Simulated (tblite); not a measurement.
# C3H10S2Si2: the cost of one run

Computed with tblite 0.8.0 and PySCF 2.14.0, with density-fitted response routines of our own, on a single molecule in the gas phase. Atoms count from 0, in the outputs and in this text.

## 1. The molecule as given

17 atoms, charge 0, multiplicity 1; geometry from: force field or distance geometry start.

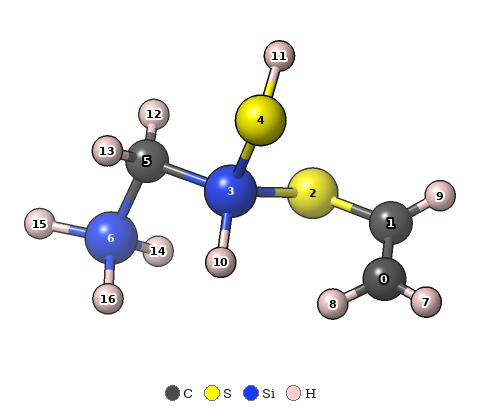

As it starts; carbon dark grey, sulfur yellow, silicon blue, hydrogen pink, atoms numbered.

## 2. Relaxing the molecule with GFN2-xTB

What the job is given:

```
{"job": {"kind": "relax", "xc": "GFN2-xTB", "basis": "xTB"}, "charge": 0, "multiplicity": 1}
C     -2.886400     1.019500     0.454000
C     -2.772500     0.240600    -0.616200
S     -1.104200    -0.015600    -1.291200
Si     0.134300    -0.472300     0.399800
S     -0.632400    -2.245900     1.375400
C      1.878500    -0.766300    -0.157000
Si     2.619900     0.921600    -0.469400
H     -3.807700     1.251500     0.955300
H     -1.972400     1.469500     0.847100
H     -3.632300    -0.243300    -1.042100
H      0.103500     0.643700     1.369200
H     -0.772000    -3.237800     0.385200
H      1.944200    -1.421300    -1.032100
H      2.470700    -1.187700     0.712500
H      1.949000     1.489100    -1.633600
H      4.057700     0.818400    -0.700500
H      2.415100     1.748300     0.732600
```

On the command line:

```bash
OMP_NUM_THREADS=1 python probes_run.py task.json out
```

The driver reads the jobs from task.json and runs them one after another.

Q: Estimate the wall time of this first job on 1 thread of Arm Neoverse N1, shared host.

About 2.4 s.
